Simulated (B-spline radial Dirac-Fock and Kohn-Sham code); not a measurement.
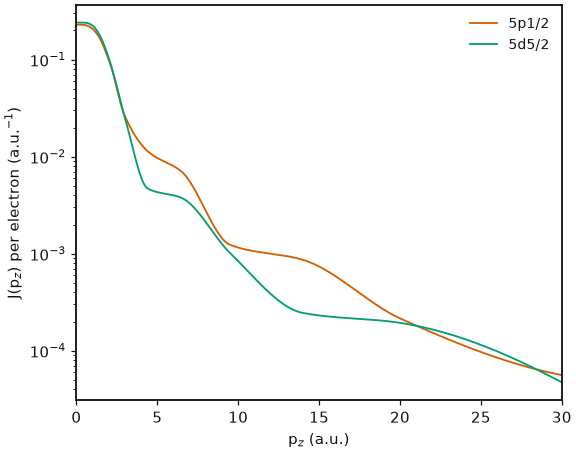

Compton profiles of the subshells 5p1/2 and 5d5/2, per electron. System: mercury in charge state +3 (Hg³⁺), configuration [Xe] 4f14 5d9. Computed with a B-spline radial code: the impulse approximation on Dirac–Fock orbitals (average of configuration). Open shells are averaged over j.

Which of the subshells shown has the highest J(0), and what does that say?

5d5/2, J(0) = 0.241 a.u.⁻¹. J(0) is half the mean of 1/p, so of those shown it has the most weight at low momentum.
